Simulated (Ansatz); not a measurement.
# Calculations on B₂SiH₄O

## 1. Relaxation

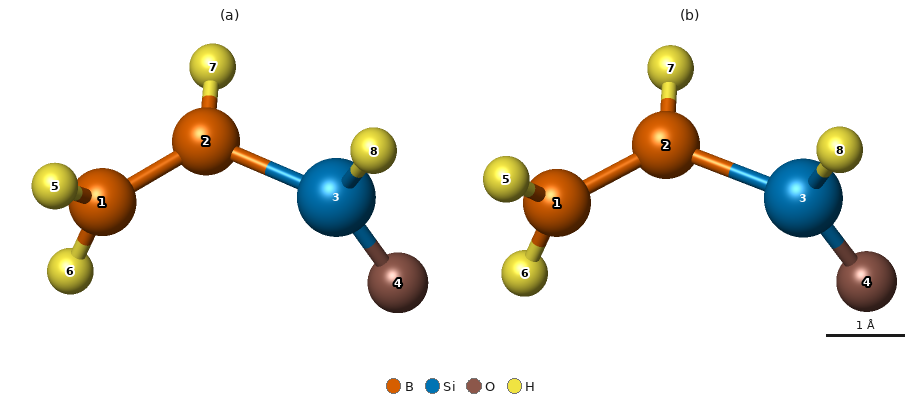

The structure of B₂SiH₄O before (left) and after (right) a relaxation, at one scale.

The picture is a ball-and-stick view, seen face on.

The run prepares an end point of a later path (torsion) calculation, from a guessed geometry.

All numbers below come from RKS B3LYP/def2-SVP (Ansatz 0.2.0).

The input:
```yaml
crystal:
  periodic: [false, false, false]
  atoms:
    - { symbol: B, position_ang: [-1.23972, 0.75195, -0.45239] }
    - { symbol: B, position_ang: [0.20409, 0.12489, -0.71493] }
    - { symbol: Si, position_ang: [1.05844, -0.78801, 0.78457] }
    - { symbol: O, position_ang: [0.81475, -2.23466, 1.15712] }
    - { symbol: H, position_ang: [-1.41086, 1.83701, -0.03338] }
    - { symbol: H, position_ang: [-2.22742, 0.13232, -0.59569] }
    - { symbol: H, position_ang: [0.80648, 0.13884, -1.72286] }
    - { symbol: H, position_ang: [1.99423, 0.03767, 1.57754] }
basis:
  gaussian: { orbitals: def2-SVP }
hamiltonian:
  xc: b3lyp
relax:
  f_tol: 0.015
  max_steps: 40
```

Run as
```bash
ansatz run input.yaml --threads 1 --pin off --max-ram 2048MiB --backend cpu --events-out ev --progress --plain --runs-dir out
```

Describe what moved and what it gained.

The largest move after the best rigid fit is that of H5, 0.14 Å. By element the largest moves are H 0.14 Å, O 0.13 Å, Si 0.09 Å, B 0.07 Å. Near-neighbour distances that change, for instance: B2–Si3 1.952 → 2.015 Å, B1–H5 1.176 → 1.210 Å, B1–H6 1.175 → 1.209 Å, B1–B2 1.596 → 1.630 Å. Among the angles between lasting bonds that change: B1–B2–Si3 117.0° → 122.0°, B1–B2–H7 126.9° → 122.7°, H5–B1–H6 114.1° → 117.1°. Over 5 accepted moves (6 points after the start) the energy falls by 0.126 eV. Largest force component: 1.7 eV/Å at the start, 0.009 eV/Å at the end. The line search rejected the trial step at point 4 of the run. Cost: 21 s on 1 thread of Arm Neoverse V1 (shared host), peak memory 0.14 GiB.

## 2. Relaxation

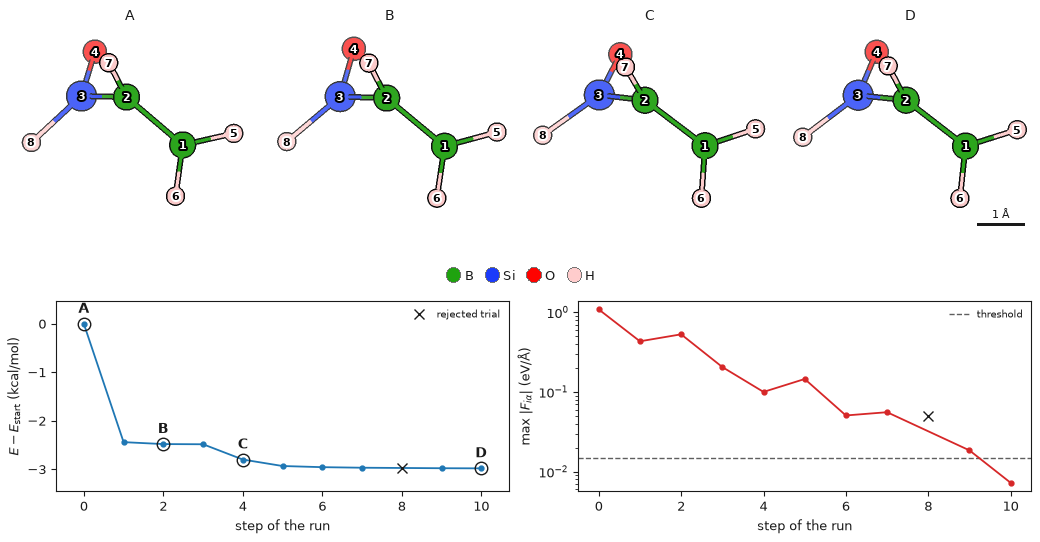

Frames of a relaxation of B2SiH4O, marked on the history of the run. A ball-and-stick model, seen from a free direction.

The run prepares an end point of a later path (torsion) calculation, from a guessed geometry.

Level of theory: RKS B3LYP/def2-SVP (Ansatz).

The input:
```yaml
crystal:
  periodic: [false, false, false]
  atoms:
    - { symbol: B, position_ang: [-1.23972, 0.75195, -0.45239] }
    - { symbol: B, position_ang: [0.20409, 0.12489, -0.71493] }
    - { symbol: Si, position_ang: [1.05844, -0.78801, 0.78457] }
    - { symbol: O, position_ang: [2.05122, -0.14179, 1.72678] }
    - { symbol: H, position_ang: [-1.41086, 1.83701, -0.03338] }
    - { symbol: H, position_ang: [-2.22742, 0.13232, -0.59569] }
    - { symbol: H, position_ang: [0.80648, 0.13884, -1.72286] }
    - { symbol: H, position_ang: [0.67616, -2.20514, 0.96309] }
basis:
  gaussian: { orbitals: def2-SVP }
hamiltonian:
  xc: b3lyp
relax:
  f_tol: 0.015
  max_steps: 40
output:
  orbitals: {}
```

Command:
```bash
ansatz run input.yaml --threads 1 --pin off --max-ram 2048MiB --backend cpu --events-out ev --progress --plain --runs-dir out
```

Q: Describe the path.

A: The atom that moves furthest after the best rigid fit is H8 (0.22 Å). By element the largest moves are H 0.22 Å, Si 0.10 Å, O 0.09 Å, B 0.07 Å. Among the contacts that change: B2–Si3 1.952 → 2.014 Å, B1–H6 1.175 → 1.210 Å, B1–B2 1.596 → 1.630 Å, B1–H5 1.176 → 1.209 Å. Bond angles that change, for instance: B1–B2–Si3 117.0° → 122.4°, B1–B2–H7 126.9° → 122.5°, H5–B1–H6 114.1° → 117.0°. After 9 accepted moves (10 points after the start) the energy has fallen by 2.98 kcal/mol. The largest force component goes from 1.1 to 0.0073 eV/Å. The line search rejected the trial step at point 8 of the run. Cost: 32 s on 1 thread of Arm Neoverse V1, with other jobs on the host, peak memory 0.14 GiB. From step 0 to 2: H atoms move most (0.11 Å), energy −2.48 kcal/mol. From step 2 to 4: O4 moves most (0.19 Å), energy −0.32 kcal/mol. From step 4 to 10: O and H atoms move most (0.10 Å), energy −0.18 kcal/mol.

## 3. Path

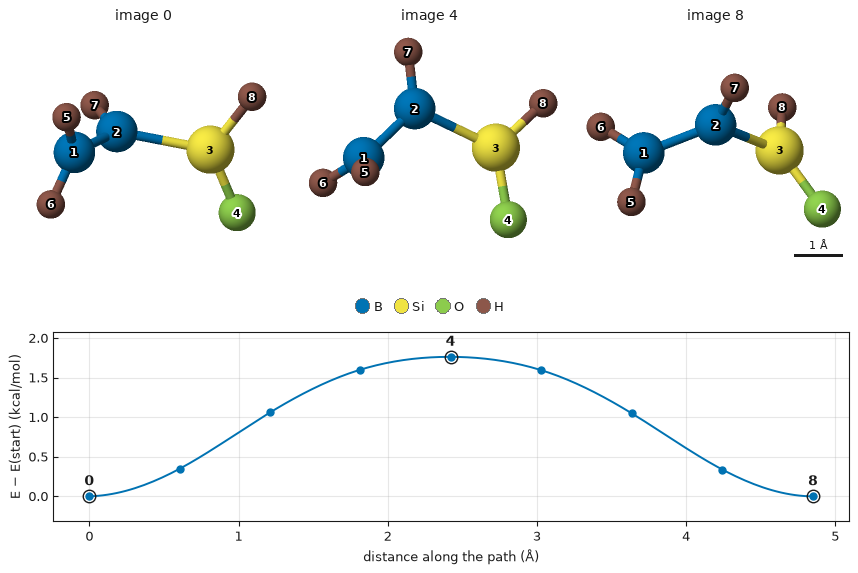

A nudged-elastic-band calculation for B2SiH4O. Images are numbered from 0 (start) to 8 (end). A ball-and-stick model, seen at a tilt.

The calculation used RKS B3LYP/def2-SVP (Ansatz). Run with 7 movable images; climbing image; force threshold 0.05 eV/Å; iteration limit 60; starting path by image-dependent pair potential.

Describe the mechanism and the energy profile.

The motion is a rotation about the B2–Si3 bond by about 175°. No bond forms or breaks between the ends. Bond angles that change up to the highest image, for instance: B1–B2–Si3 122.0° → 116.2°, Si3–B2–H7 115.2° → 118.1°. The two ends have the same energy, and the highest point, image 4, lies 1.76 kcal/mol above the start. The band converged in 6 iterations. The largest component of the band force went from 0.94 to 0.035 eV/Å. The climbing image converged on the top of the path. Its vibrational analysis gives one imaginary mode (65i cm⁻¹), as a transition state must have.

The run took 2.1 min on 1 thread of Arm Neoverse V1, with other jobs on the host, peak memory 0.14 GiB.
